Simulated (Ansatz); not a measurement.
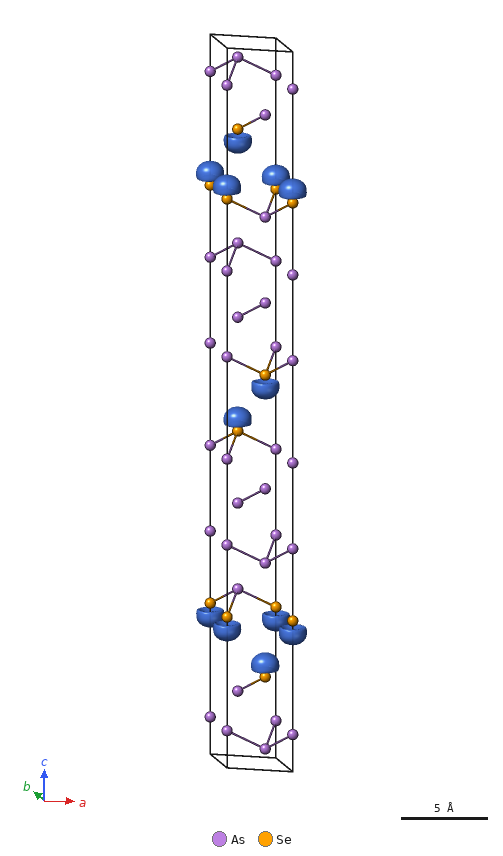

As3Se. Isosurface of the ELF at 0.8 (blue), seen slightly off an axis. Core shells and regions of very low density are left out. Sticks mark near contacts.

Space group R-3m; a generated structure, not necessarily the stable one.

Level of theory: DFT PBE, scalar-relativistic, plane waves, PAW (Ansatz).

### Where are the electrons localised?

At this value the surface marks out six lobes on Se, pointing away from the bonds (lone pairs), counted in one cell of 24 atoms. Regions shared between cells count once. Profiles from the grid: As–As (2.59 Å): the ELF peaks at about 0.70 between the atoms. As–Se (2.59 Å): the ELF peaks at about 0.75 between the atoms.
